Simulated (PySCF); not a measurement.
Vertical excitations of a molecule C6H6O from TDA-M06-2X/def2-SVPD in PySCF, as energy in eV (oscillator strength): 5.14 (0.000), 5.77 (0.000), 6.20 (0.026), 6.57 (0.010), 7.12 (0.111), 7.26 (0.030), 7.31 (0.000), 7.37 (0.024), 7.58 (0.011), 7.73 (0.000). Lowest triplet (TDA): 3.51 eV. Geometry: PBE-D3(BJ)/def2-SVP. The values are those of a single conformer.

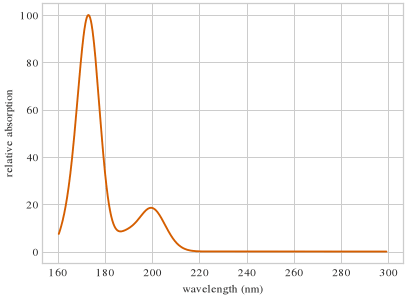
Figure: The lines broadened by 0.4 eV.

**Question.** Which structure fits?
A. O=C1C=CC=CC1
B. C1=C[C@H]2C=C[C@@H]1O2
C. C#C[C@@H]1C=C(C)O1
D. C#CCC1=COC1

**Answer.** B, C1=C[C@H]2C=C[C@@H]1O2
